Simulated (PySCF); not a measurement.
## Run report: C₃H₆N₂Si, excited-state calculation

- system: C₃H₆N₂Si, SMILES [SiH3]n1ccnc1
- method: TDDFT CAM-B3LYP/def2-SVPD, vertical, gas phase, core orbitals frozen in the response (PySCF 2.14.0)

The geometry comes from this level: PBE0-D3(BJ)/def2-SVP.

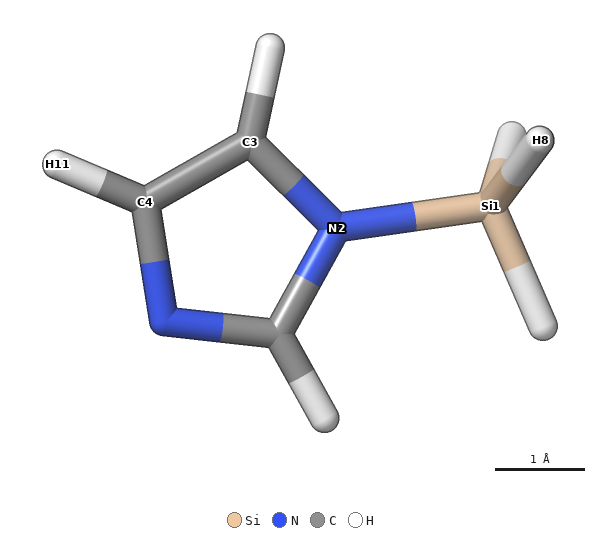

**Figure 1.** The input geometry (stick view, seen on its broad side; atoms are numbered from 1 in the order of the input). Bond lengths as drawn: C–C 1.37 Å, C–H 1.09 Å, C–N 1.30 to 1.38 Å, H–Si 1.49 Å and N–Si 1.78 Å.

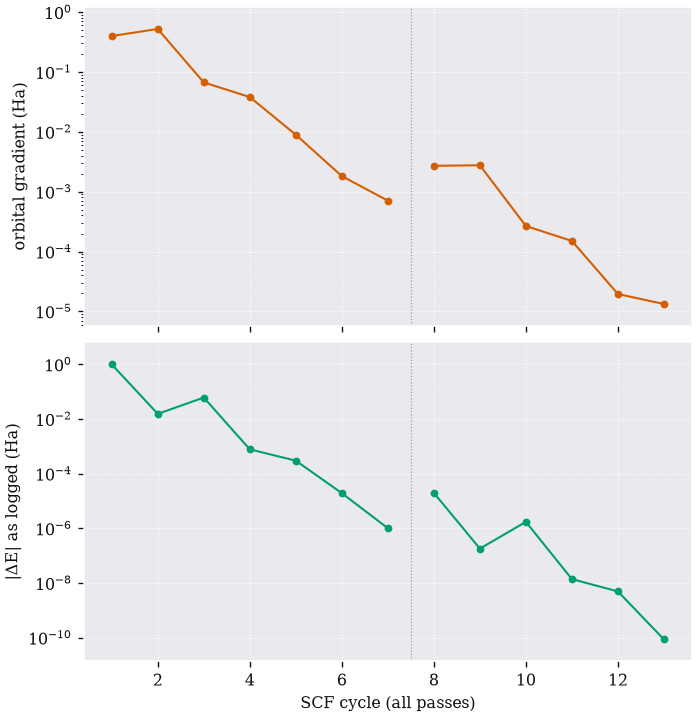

**Figure 2.** Convergence of the self-consistent field: orbital gradient and size of the energy change against the SCF cycle. The dotted line marks the change from a coarse to the final integration grid. The first 7 cycles use a coarse grid, the final grid takes over at cycle 8, and the field converges after 13 cycles in all.

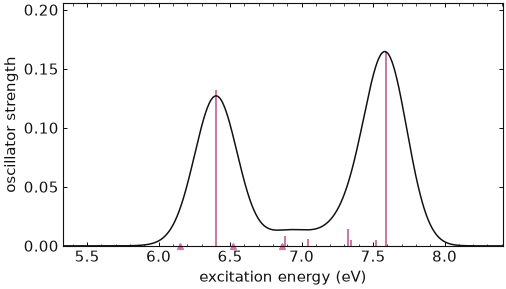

**Figure 3.** Computed excitations as sticks (degenerate states added up, dark ones marked on the axis), with a Gaussian envelope of 0.35 eV full width at half maximum, scaled to the tallest. Of the 10 states the lowest lies at 6.15 eV (f = 0.002); the strongest line is at 7.59 eV, or 163 nm (f = 0.165).

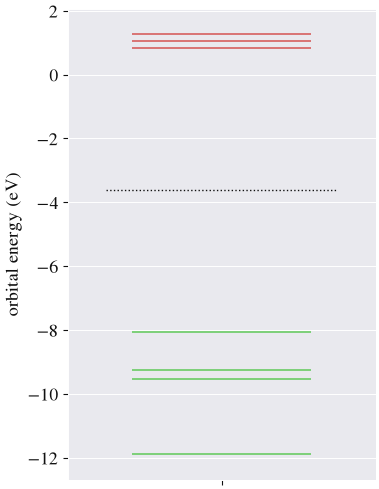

**Figure 4.** Orbital energies near the frontier; the dotted line parts filled from empty levels, and levels within 0.02 eV of each other stand side by side. Highest filled −8.08 eV, lowest empty 0.83 eV, 8.91 eV apart.

The input that produced these results follows, with the program's output.

Input
```
{"job": {"kind": "uv", "xc": "CAM-B3LYP", "basis": "def2-SVPD", "ip": true}, "charge": 0, "multiplicity": 1}
Si     1.898558     0.035491     0.001920
N      0.126001    -0.075718    -0.020645
C     -0.785106     0.939324     0.207991
C     -2.026818     0.369411     0.093073
N     -1.914091    -0.963448    -0.198468
C     -0.632322    -1.197751    -0.259310
H      2.391062    -1.331139    -0.315874
H      2.354819     0.470652     1.351102
H      2.348705     1.020805    -1.020124
H     -0.473920     1.958720     0.427120
H     -2.996616     0.853237     0.205647
H     -0.172411    -2.163713    -0.473492
```

The first line tells a small driver script what to run in PySCF; the rest is the geometry in Å.

Command:
```bash
OMP_NUM_THREADS=1 python <driver script> task.json out
```

Output
```
coarse grid: 10728 points
cycle   1  E = -516.4553898370  dE =  9.950e-01  |g| = 3.977e-01  |ddm| = 5.383e+00
cycle   2  E = -516.4400051211  dE =  1.538e-02  |g| = 5.212e-01  |ddm| = 2.069e+00
cycle   3  E = -516.5008655180  dE = -6.086e-02  |g| = 6.677e-02  |ddm| = 1.273e+00
cycle   4  E = -516.5016399955  dE = -7.745e-04  |g| = 3.801e-02  |ddm| = 1.467e-01
cycle   5  E = -516.5019382685  dE = -2.983e-04  |g| = 8.924e-03  |ddm| = 5.327e-02
cycle   6  E = -516.5019576048  dE = -1.934e-05  |g| = 1.819e-03  |ddm| = 1.719e-02
cycle   7  E = -516.5019586118  dE = -1.007e-06  |g| = 7.073e-04  |ddm| = 3.951e-03
final grid: 99768 points
cycle   8  E = -516.5755451519  dE = -1.978e-05  |g| = 2.702e-03  |ddm| = 6.073e-02
cycle   9  E = -516.5755453323  dE = -1.804e-07  |g| = 2.758e-03  |ddm| = 1.161e-02
cycle  10  E = -516.5755470519  dE = -1.720e-06  |g| = 2.669e-04  |ddm| = 4.996e-03
cycle  11  E = -516.5755470657  dE = -1.383e-08  |g| = 1.502e-04  |ddm| = 5.464e-04
cycle  12  E = -516.5755470706  dE = -4.894e-09  |g| = 1.950e-05  |ddm| = 2.634e-04
cycle  13  E = -516.5755470707  dE = -8.595e-11  |g| = 1.329e-05  |ddm| = 5.832e-05
converged SCF energy = -516.5755470707

Static polarisability (au): isotropic 72.688, principal 53.172 75.141 89.751

Singlet excitations
state   eV       nm        f      main configurations
  1   6.1475    201.7   0.00162   H->L 0.95
  2   6.4013    193.7   0.13217   H->L+2 0.86, H->L+4 0.09
  3   6.5234    190.1   0.00158   H-1->L+2 0.76, H-1->L+4 0.21
  4   6.8613    180.7   0.00197   H->L+3 0.43, H->L+1 0.39
  5   6.8813    180.2   0.00836   H->L+4 0.45, H-2->L+2 0.24, H->L+7 0.10
  6   7.0456    176.0   0.00542   H->L+3 0.49, H->L+1 0.40
  7   7.3240    169.3   0.01471   H->L+5 0.79, H->L+1 0.10
  8   7.3445    168.8   0.00479   H-2->L 0.84
  9   7.5181    164.9   0.00467   H-1->L+7 0.42, H-1->L+4 0.38, H-1->L+2 0.16
 10   7.5906    163.3   0.16468   H-2->L+2 0.40, H->L+4 0.28, H-1->L 0.20

Triplet excitations (Tamm-Dancoff, eV): 4.3408 5.5970 5.9254 6.0932
Vertical ionisation energy (delta-SCF) = 8.8895 eV
```

Summary

- outcome: converged
- total energy: −516.575547 hartree
- HOMO: −8.08 eV
- LUMO: 0.83 eV
- dipole moment: 3.59 D
- mean polarisability: 72.69 a.u.
- vertical ionisation energy: 8.89 eV
- lowest singlet excitation: 6.15 eV
- hardware: 1 CPU thread, shared host
- wall time: 68 s
- peak memory: 0.92 GiB
